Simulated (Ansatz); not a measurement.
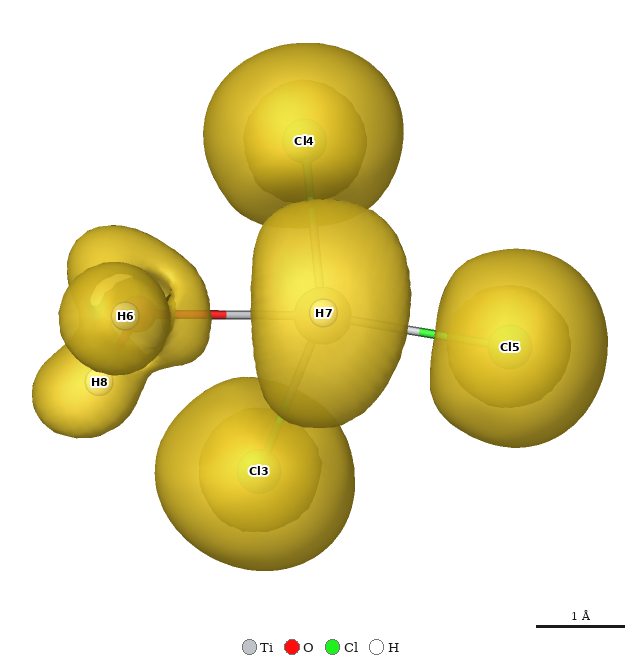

The picture shows: Cl$_{3}$H$_{3}$OTi. Isosurface of the electron localisation function at 0.8 (yellow), seen at a tilt. Core shells and regions of very low density are left out.

These are results of RKS B3LYP-D4/def2-SVP (Ansatz 0.2.0), not measurements.

```xyz
8

Ti   -0.4118    0.4129   -0.5210
O     0.4242   -0.8722    1.0879
Cl    0.5477   -1.1644   -1.7995
Cl   -2.4340    0.1181    0.2536
Cl   -0.5501    2.1115   -1.8822
H     1.0061   -0.4245    1.7189
H     0.4860    1.4072    0.4716
H     0.9319   -1.5886    0.6709
```

Describe the localisation domains.

The ELF exceeds this value in one region around a hydrogen nucleus, three regions wrapped around Cl (the valence shell of each) and one joined region spread over several atoms (H, O), in which their bonds and any lone pairs are merged.

Values along the shortest contacts:
Ti–Cl (2.18 Å): the ELF peaks at about 0.85 in the valence shell of Cl, 0.8 Å from its nucleus, and is about 0.40 at the midpoint. Ti–O (2.22 Å): the ELF peaks at about 0.90 in the valence shell of O, 0.6 Å from its nucleus, and is about 0.10 at the midpoint.
